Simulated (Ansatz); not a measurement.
# Br on W(110), ontop start, 2x2 cell: work function, bands and core levels, part 2 of 4

Wanted: core-level shifts and unfolded surface bands for Br on W(110), ontop start, 2x2 cell. Spin–orbit coupling is left out of the bands throughout.

Ansatz 0.2.0; DFT, PBE, plane-wave PAW, scalar-relativistic; PAW set soft_1 (the session's first sound run).

So far, work function, upper face (eV): step 2 (the clean face) 4.85.

## Step 3: Relaxing the atoms

System of this step: W16Br. The cell holds 17 atoms: 1 Br and 16 W. Cell: a = 6.340 Å, b = 5.491 Å, c = 24.275 Å, α = 90.0°, β = 90.0°, γ = 54.7°. It derives from W. How the cell was made: adsorbate; added: Br; site: ontop; coverage 0.25 monolayer; cell: 2x2; on one face. Regions: ad, 1 atom (1 Br); L1, 4 atoms (4 W); L2, 4 atoms (4 W); L3, 4 atoms (4 W); rest, 4 atoms (4 W). Vacuum lies along c.

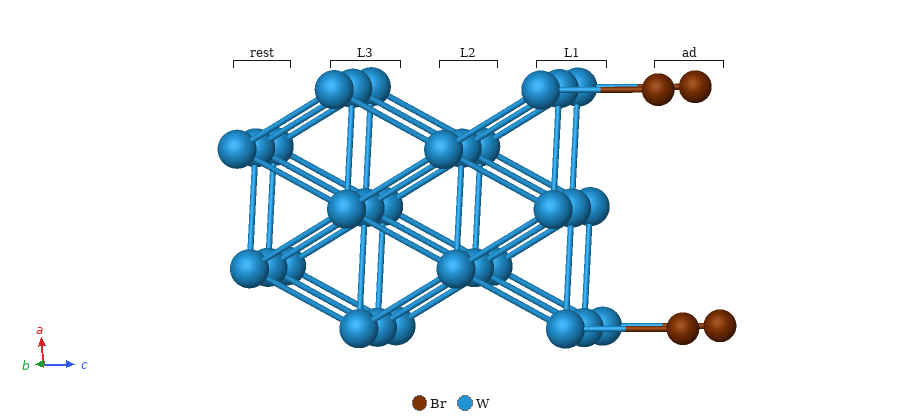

The cell of this step (bromine brown, tungsten blue). Some periodic images of atoms are drawn too.

The cut or typed positions aren't at rest, and spectra shift with geometry, so the relaxation comes first. 8 atoms are held to stand for the bulk. A dipole correction cancels the field between unlike faces.

input.yaml

```yaml
crystal:
  lattice:
    - [6.34, 0.0, 0.0]
    - [3.17, 4.4830569927, 0.0]
    - [0.0, 0.0, 24.2745854891]
  atoms:
    - { symbol: Br, position: [0.002312736, 0.0, 0.691034889] }
    - { symbol: W, position: [0.0, 0.0, 0.585986751] }
    - { symbol: W, position: [0.5, 0.0, 0.585986751] }
    - { symbol: W, position: [0.0, 0.5, 0.585986751] }
    - { symbol: W, position: [0.5, 0.5, 0.585986751] }
    - { symbol: W, position: [0.75, 0.5, 0.493646205] }
    - { symbol: W, position: [0.25, 0.5, 0.493646205] }
    - { symbol: W, position: [0.75, 0.0, 0.493646205] }
    - { symbol: W, position: [0.25, 0.0, 0.493646205] }
    - { symbol: W, position: [0.0, 0.0, 0.401305658] }
    - { symbol: W, position: [0.5, 0.0, 0.401305658] }
    - { symbol: W, position: [0.0, 0.5, 0.401305658] }
    - { symbol: W, position: [0.5, 0.5, 0.401305658] }
    - { symbol: W, position: [0.75, 0.5, 0.308965111] }
    - { symbol: W, position: [0.25, 0.5, 0.308965111] }
    - { symbol: W, position: [0.75, 0.0, 0.308965111] }
    - { symbol: W, position: [0.25, 0.0, 0.308965111] }
kpoints:
  mp_grid: { grid: [8, 8, 1] }
scf:
  occupations: { method: fermi_dirac, width: 0.05 }
  n_extra_bands: 14
hamiltonian:
  xc: pbe
  pseudopotentials: { kind: paw, azcp: { folder: soft_1 } }
output:
  forces: true
  write_potential: true
  volumetric_format: []
efield:
  axis: 3
  dipole_correction: true
relax:
  f_tol: 0.03
  max_steps: 45
  constraints: [{ sites: [9, 10, 11, 12, 13, 14, 15, 16] }]
```

Run with:

```sh
$ ansatz run input.yaml --threads 8 --pin off --max-ram 40960MiB --backend cuda --events-out ev --progress --plain --runs-dir out
```

Numbers of over 12 decimals in the logs are rounded to 6 here.

The program printed:

```text
[...]
concurrent solve slots: 7 of 8 are kept, ahead of what memory takes: no pass of the eigensolver takes more rounds on 7
[...]
Crystal: 17 atoms, lattice volume = 689.946 Å³
Basis set: ecut = 420 eV, 13505 PW (Γ), exchange–correlation on 90×80×360 points (8 copies of the dense FFT grid, shifted against one another)
Bands: 130, of which v1, the nominal top of the filled ones, is band 116 counted from 1 (115 counted from 0)
Symmetry: 2 space group operations
[...]
k-points: 21 of 64 (time reversal used)
[...]
SCF iter   1: F=—  HF=-168954.600693 eV  |F-HF|=—  |Δ(HF+E_count)|=         —  Δρ=4.18e-2  dr2=5.39e1  ethr=3.10e-3  p=-0.000 e·Å  D=-1.27e-7 V/Å  ΔV_dip=0.00 eV  dr2_dipole=7.07e-1  V_vac-E_F(+/−)=6.88/6.88 eV  ⟨swp⟩=9.8  Hψ=13903  notcnv=0
[...]
SCF iter   2: F=—  HF=-168949.514037 eV  |F-HF|=—  |Δ(HF+E_count)|=    5.09e0  Δρ=2.23e-2  dr2=8.99e0  ethr=3.10e-3  p=-0.046 e·Å  D=-1.21e-2 V/Å  ΔV_dip=0.29 eV  dr2_dipole=3.86e-1  V_vac-E_F(+/−)=5.16/4.86 eV  ⟨swp⟩=4.1  Hψ=6816  notcnv=0  defer=8
[...]
SCF iter   9: F=-168947.919763 eV  HF=-168947.919762 eV  |F-HF|=1.07e-6  |Δ(HF+E_count)|=   3.44e-6  Δρ=1.45e-5  dr2=1.90e-6  ethr=9.74e-9  p=-0.033 e·Å  D=-8.61e-3 V/Å  ΔV_dip=0.21 eV  dr2_dipole=1.80e-7  V_vac-E_F(+/−)=5.16/4.95 eV  ⟨swp⟩=14.3  Hψ=28943  notcnv=0
SCF 1 converged in 9 iterations: F = -168947.919763 eV  dr2 = 1.90e-6
[...]
relax step   1: F+E_penalty+E_count = -168947.91976348 eV  Δ(F+E_penalty+E_count) = +0.000e0 eV  max|allowed force component| = 1.089e0 eV/Å  Δτ_max = 0.0000 Å  (9 SCF iters, dr2 threshold 2.25e-5 eV, accepted)
[...]
SCF 2 converged in 6 iterations: F = -168947.837217 eV  dr2 = 1.28e-5
[...]
relax step   2: F+E_penalty+E_count = -168947.83721729 eV  Δ(F+E_penalty+E_count) = +8.255e-2 eV  max|allowed force component| = 2.062e0 eV/Å  Δτ_max = 0.1983 Å  (6 SCF iters, dr2 threshold 7.41e-5 eV, rejected (line search))
[...]
SCF 3 converged in 9 iterations: F = -168948.100469 eV  dr2 = 1.46e-8
relax step   3: F+E_penalty+E_count = -168948.10046870 eV  Δ(F+E_penalty+E_count) = -1.807e-1 eV  max|allowed force component| = 2.672e-1 eV/Å  Δτ_max = 0.0979 Å  (9 SCF iters, accepted)
[...]
relax step   4: F+E_penalty+E_count = -168948.11942970 eV  Δ(F+E_penalty+E_count) = -1.896e-2 eV  max|allowed force component| = 1.130e-1 eV/Å  Δτ_max = 0.0440 Å  (6 SCF iters, dr2 threshold 4.46e-6 eV, accepted)
[...]
SCF 5 converged in 6 iterations: F = -168948.121296 eV  dr2 = 8.44e-8
relax step   5: F+E_penalty+E_count = -168948.12129558 eV  Δ(F+E_penalty+E_count) = -1.866e-3 eV  max|allowed force component| = 1.913e-2 eV/Å  Δτ_max = 0.0241 Å  (6 SCF iters, accepted)
[...]
SCF converged after 6 iterations
[...]
--- Relaxed structure (5 steps of the walk, 4 accepted, 0 SCFs on fresh bases) ---
  F+E_penalty+E_count = -168948.12129558 eV   max|allowed force component| = 1.913e-2 eV/Å
  atoms:
    - { symbol: Br, position: [0.00170109, 0.0, 0.694264] }
    - { symbol: W, position: [2.4505118233786643e-5, 0.0, 0.591906] }
    - { symbol: W, position: [0.500076, 0.0, 0.582275] }
    - { symbol: W, position: [7.312145702559336e-5, 0.500075, 0.583344] }
    - { symbol: W, position: [0.500148, 0.499925, 0.583344] }
    - { symbol: W, position: [0.753282, 0.493450, 0.495198] }
    - { symbol: W, position: [0.246732, 0.506550, 0.495198] }
    - { symbol: W, position: [0.749149, 0.0, 0.494089] }
    - { symbol: W, position: [0.250788, 0.0, 0.494096] }
    - { symbol: W, position: [0.0, 0.0, 0.401305658] }
    - { symbol: W, position: [0.500000, 0.0, 0.401305658] }
    - { symbol: W, position: [0.0, 0.500000, 0.401305658] }
    - { symbol: W, position: [0.500000, 0.500000, 0.401305658] }
    - { symbol: W, position: [0.750000, 0.500000, 0.308965111] }
    - { symbol: W, position: [0.250000, 0.500000, 0.308965111] }
    - { symbol: W, position: [0.750000, 0.0, 0.308965111] }
    - { symbol: W, position: [0.250000, 0.0, 0.308965111] }
```

Run time: 8 s. Hardware: 1 × NVIDIA GB200 with 8 threads of Arm Neoverse V2, shared host; peak memory 1.4 GiB.

This run has no spin polarisation although its electron count is odd.

Step by step:

| step | energy less that of the first step (eV) | largest force component (eV/Å) |
| --- | --- | --- |
| 1 | 0.0000 | 1.0886 |
| 2 | 0.0825 | 2.0625 |
| 3 | -0.1807 | 0.2672 |
| 4 | -0.1997 | 0.1130 |
| 5 | -0.2015 | 0.0191 |

Relaxation step 2 was tried and not accepted.

The run keeps the 2 symmetry operations that it works with, so distortions that break them were not tested.

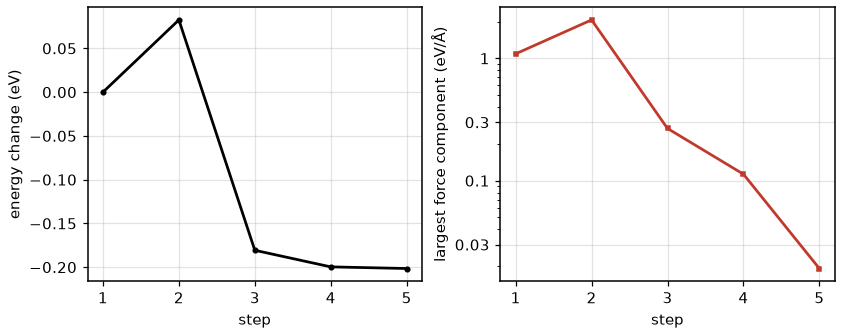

Energy and largest force along the relaxation.

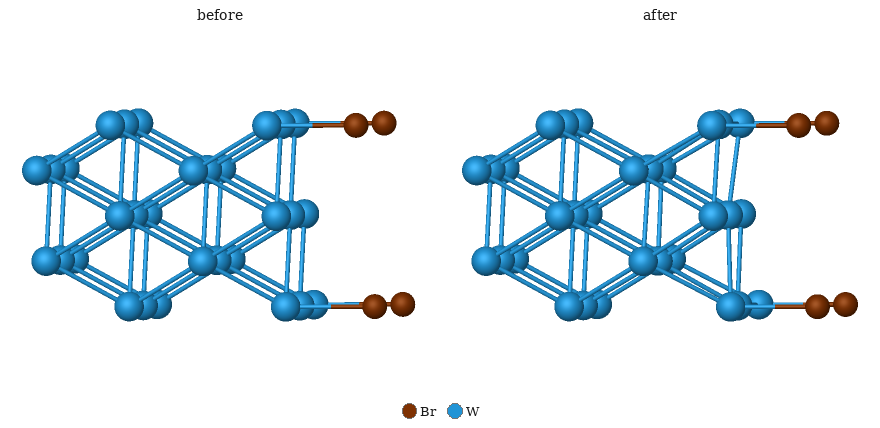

The structure before and after the relaxation, drawn at the same scale.

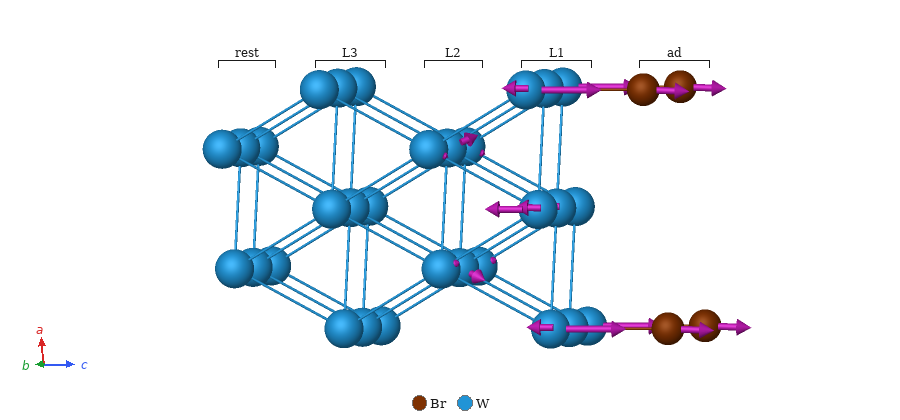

Displacements in the relaxation, exaggerated; the longest in the cell stands for 0.14 Å. Some periodic images of atoms are drawn too.

The atoms that moved most (Å):

| atom | dx | dy | dz | length |
| --- | --- | --- | --- | --- |
| W2 | 0.000 | 0.000 | 0.144 | 0.144 |
| W3 | 0.000 | 0.000 | -0.090 | 0.090 |
| Br1 | -0.004 | 0.000 | 0.078 | 0.078 |
| W4 | 0.001 | 0.000 | -0.064 | 0.064 |
| W5 | 0.001 | 0.000 | -0.064 | 0.064 |
| W6 | 0.000 | -0.029 | 0.038 | 0.048 |
| W7 | 0.000 | 0.029 | 0.038 | 0.048 |
| W8 | -0.005 | 0.000 | 0.011 | 0.012 |

Numbers from this step:

- free energy: -168948.1213 eV
- energy at zero smearing: -168948.0741 eV
- smearing term TS: 0.09440 eV
- Fermi energy: 5.569 eV
- symmetry operations: 2
- work function, upper face: 5.045 eV
- work function, lower face: 4.931 eV

The relaxation ends 12 meV an atom lower, with a largest force component of 0.019 eV/Å on the free atoms. For the work function, upper face, step 2 gave 4.85 eV; this run, with 17 atoms, gives 5.04 eV (+4 %).

## Step 4: Bands by layer

This is the main run. States are solved along the surface zone's path and weighed by where they lie along the normal, since photoemission sees the top layers. The cell holds 4 small cells, so the bands are unfolded.

input.yaml

```yaml
crystal:
  lattice:
    - [6.34, 0.0, 0.0]
    - [3.17, 4.4830569927, 0.0]
    - [0.0, 0.0, 24.2745854891]
  atoms:
    - { symbol: Br, position: [0.0017010875, 0.0, 0.694263797] }
    - { symbol: W, position: [2.45051e-05, 0.0, 0.5919058048] }
    - { symbol: W, position: [0.5000755822, 0.0, 0.5822746421] }
    - { symbol: W, position: [7.31215e-05, 0.5000745834, 0.5833440799] }
    - { symbol: W, position: [0.5001477049, 0.4999254166, 0.5833440799] }
    - { symbol: W, position: [0.7532819226, 0.4934497321, 0.4951984921] }
    - { symbol: W, position: [0.2467316547, 0.5065502679, 0.4951984921] }
    - { symbol: W, position: [0.7491491895, 0.0, 0.4940894916] }
    - { symbol: W, position: [0.2507880748, 0.0, 0.4940960159] }
    - { symbol: W, position: [0.0, 0.0, 0.401305658] }
    - { symbol: W, position: [0.5, 0.0, 0.401305658] }
    - { symbol: W, position: [0.0, 0.5, 0.401305658] }
    - { symbol: W, position: [0.5, 0.5, 0.401305658] }
    - { symbol: W, position: [0.75, 0.5, 0.308965111] }
    - { symbol: W, position: [0.25, 0.5, 0.308965111] }
    - { symbol: W, position: [0.75, 0.0, 0.308965111] }
    - { symbol: W, position: [0.25, 0.0, 0.308965111] }
kpoints:
  mp_grid: { grid: [8, 8, 1] }
scf:
  occupations: { method: fermi_dirac, width: 0.05 }
  n_extra_bands: 20
hamiltonian:
  xc: pbe
  pseudopotentials: { kind: paw, azcp: { folder: soft_1 } }
output:
  forces: true
  write_potential: true
  volumetric_format: []
  dos:
    projected:
      site_lists:
        adsorbate: [0]
        layer_1: [1, 2, 3, 4]
        layer_2: [5, 6, 7, 8]
        layer_3: [9, 10, 11, 12]
        other_layers: [13, 14, 15, 16]
    de: 0.05
    e_range: [-30, 12]
    method: { smearing: { sigma: 0.15, scheme: gaussian } }
  eigenstates:
    kpoints:
      - [0.0, 0.0, 0.0]
      - [-0.125, 0.0, 0.0]
      - [-0.25, 0.0, 0.0]
      - [-0.375, 0.0, 0.0]
      - [0.5, 0.0, 0.0]
      - [0.375, 0.0, 0.0]
      # [... 20 more points ...]
      - [-0.14285714, 0.14285714, 0.0]
      - [-0.07142857, 0.07142857, 0.0]
    e_range: [-8.0, 4.0]
    unfold:
      supercell_matrix: [[2, 0, 0], [0, 2, 0], [0, 0, 1]]
      layers:
        axis: 3
        edges: [0.144184, 0.424503, 0.424603, 0.573337, 0.573437, 0.859044]
efield:
  axis: 3
  dipole_correction: true
```

The program printed:

```text
[...]
Crystal: 17 atoms, lattice volume = 689.946 Å³
Basis set: ecut = 420 eV, 13505 PW (Γ), exchange–correlation on 90×80×360 points (8 copies of the dense FFT grid, shifted against one another)
Bands: 136, of which v1, the nominal top of the filled ones, is band 116 counted from 1 (115 counted from 0)
Symmetry: 2 space group operations
[...]
k-points: 21 of 64 (time reversal used)
[...]
SCF iter   1: F=—  HF=-168954.879432 eV  |F-HF|=—  |Δ(HF+E_count)|=         —  Δρ=4.18e-2  dr2=5.36e1  ethr=3.10e-3  p=0.000 e·Å  D=1.59e-8 V/Å  ΔV_dip=-0.00 eV  dr2_dipole=7.11e-2  V_vac-E_F(+/−)=6.93/6.93 eV  ⟨swp⟩=10.0  Hψ=13953  notcnv=0  defer=5
[...]
SCF iter   6: F=—  HF=-168948.118844 eV  |F-HF|=—  |Δ(HF+E_count)|=   3.31e-3  Δρ=2.35e-4  dr2=1.35e-3  ethr=2.86e-6  p=-0.012 e·Å  D=-3.11e-3 V/Å  ΔV_dip=0.08 eV  dr2_dipole=6.52e-5  V_vac-E_F(+/−)=5.05/4.98 eV  ⟨swp⟩=2.6  Hψ=4211  notcnv=0  defer=91
[...]
SCF iter   9: F=—  HF=-168948.121294 eV  |F-HF|=—  |Δ(HF+E_count)|=   2.36e-3  Δρ=1.18e-5  dr2=1.89e-6  ethr=1.21e-8  p=-0.017 e·Å  D=-4.58e-3 V/Å  ΔV_dip=0.11 eV  dr2_dipole=4.30e-9  V_vac-E_F(+/−)=5.04/4.93 eV  ⟨swp⟩=2.9  Hψ=4342  notcnv=0  defer=91
[...]
SCF 1 converged in 11 iterations: F = -168948.121296 eV  dr2 = 5.42e-8
[...]
SCF converged after 11 iterations
[...]
```

The job ended after 5.6 s (1 × NVIDIA GB200 with 8 threads; peak memory 2.7 GiB; 21 s of CPU time).

Reading the cycles: dr2 is the Hartree energy of the density residual (eV), the measure of convergence; HF is the Harris–Foulkes estimate of the energy, which meets the free energy F at convergence.

This step gave:

- smearing term TS: 0.09439 eV
- share of occupied states in no projected shell: 0.021 of the occupied states in the window
- DOS at the Fermi level: 11.75 states/eV/cell

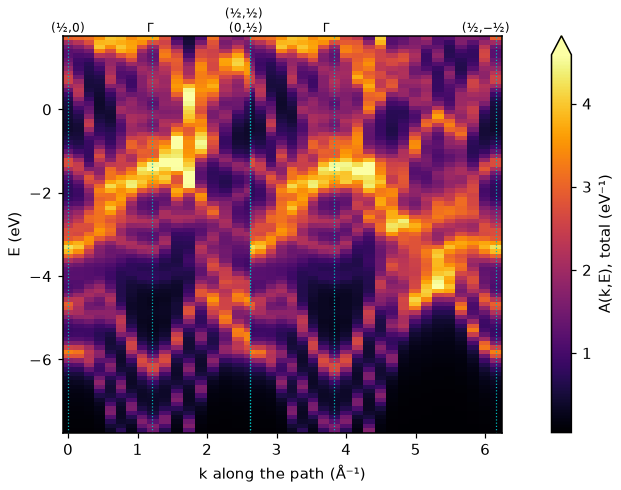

A(k,E), total over k along the path and E. Zero: Fermi level.

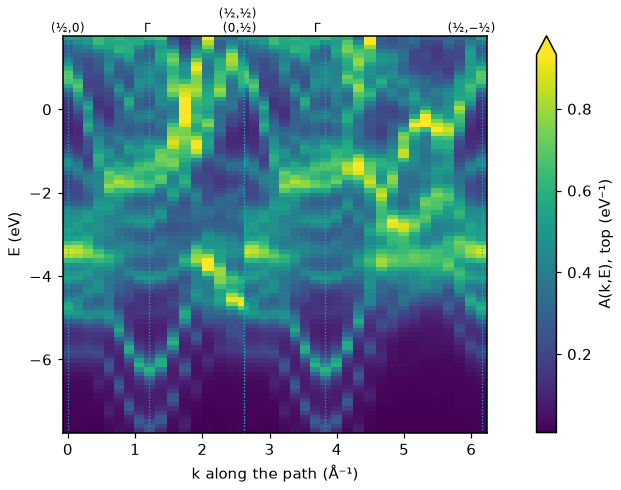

A(k,E), top over k along the path and E. Zero: Fermi level.

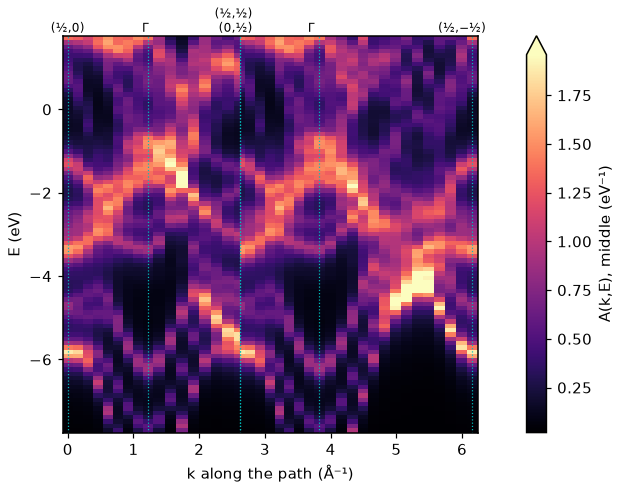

A(k,E), middle over k along the path and E. Zero: Fermi level.

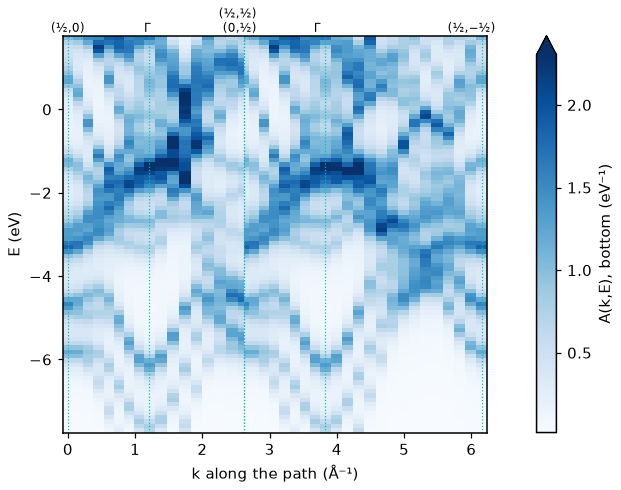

A(k,E), bottom over k along the path and E. Zero: Fermi level.

Peaks of A(k,E) at the labelled points: for each region the eleven nearest the zero at most, each over 6 % of that point's highest, less those above the energy where the solved bands run out; weight and spread sum the levels within three half widths or 0.3 eV, so near peaks share levels. Peaks of the spectral function, the first 40 of 141 rows:

| point | weight on | E (eV) | A (1/eV) | weight near the peak | rms spread of levels (eV) |
| --- | --- | --- | --- | --- | --- |
| (½,0) | total | -5.84 | 3.302 | 2.004 | 0.044 |
| (½,0) | total | -4.7 | 3.001 | 1.987 | 0.118 |
| (½,0) | total | -4.02 | 1.211 | 0.728 | 0.263 |
| (½,0) | total | -3.32 | 4.236 | 3.706 | 0.221 |
| (½,0) | total | -2.92 | 2.753 | 4.069 | 0.328 |
| (½,0) | total | -1.26 | 2.814 | 1.94 | 0.13 |
| (½,0) | total | 0.72 | 2.603 | 2.059 | 0.172 |
| (½,0) | top | -5.82 | 0.214 | 0.119 | 0.13 |
| (½,0) | top | -4.74 | 0.59 | 0.427 | 0.177 |
| (½,0) | top | -4.04 | 0.537 | 0.477 | 0.298 |
| (½,0) | top | -3.4 | 0.879 | 0.77 | 0.235 |
| (½,0) | top | -2.9 | 0.527 | 0.801 | 0.375 |
| (½,0) | top | -1.28 | 0.454 | 0.321 | 0.173 |
| (½,0) | top | 0.84 | 0.713 | 0.643 | 0.184 |
| (½,0) | middle | -5.84 | 1.887 | 1.166 | 0.032 |
| (½,0) | middle | -4.7 | 0.854 | 0.544 | 0.116 |
| (½,0) | middle | -3.36 | 1.591 | 1.33 | 0.211 |
| (½,0) | middle | -1.3 | 1.232 | 0.86 | 0.12 |
| (½,0) | middle | -0.12 | 0.165 | 0.04 | 0.283 |
| (½,0) | middle | 0.74 | 0.634 | 0.492 | 0.178 |
| (½,0) | bottom | -5.82 | 1.204 | 0.718 | 0.03 |
| (½,0) | bottom | -4.68 | 1.576 | 1.015 | 0.08 |
| (½,0) | bottom | -3.3 | 1.845 | 1.607 | 0.201 |
| (½,0) | bottom | -2.92 | 1.369 | 1.83 | 0.284 |
| (½,0) | bottom | -1.24 | 1.149 | 0.752 | 0.103 |
| (½,0) | bottom | 0.7 | 1.276 | 0.923 | 0.157 |
| Γ | total | -7.62 | 1.659 | 0.989 | 0 |
| Γ | total | -6.18 | 2.726 | 1.991 | 0.095 |
| Γ | total | -4.02 | 0.79 | 0.371 | 0.193 |
| Γ | total | -3.36 | 2.086 | 1.179 | 0.098 |
| Γ | total | -2.7 | 2.142 | 1.161 | 0.13 |
| Γ | total | -1.38 | 4.752 | 5.1 | 0.304 |
| Γ | total | -0.88 | 3.116 | 4.204 | 0.291 |
| Γ | total | -0.14 | 1.831 | 2.159 | 0.438 |
| Γ | total | 0.64 | 2.213 | 1.937 | 0.227 |
| Γ | top | -4.88 | 0.155 | 0.068 | 0.125 |
| Γ | top | -4.04 | 0.507 | 0.342 | 0.207 |
| Γ | top | -3.36 | 0.393 | 0.243 | 0.183 |
| Γ | top | -2.68 | 0.506 | 0.351 | 0.227 |
| Γ | top | -1.82 | 0.684 | 0.735 | 0.312 |

(Continued in part 3 of 4.)

[Logs are printed without paths, hosts, clocks, repeated set-up lines and the standing remarks that a program may print on its own settings, such as how far it seeks lower states.]

[Hosts, paths, dates, database ids (printed as entryN), source tags and the programs' standing remarks are cut or masked in the printed files.]

[Maps of the electrostatic potential energy from Ansatz leave out the sawtooth potential of an applied field or a dipole correction, so their vacuum need not be flat; work functions include it.]
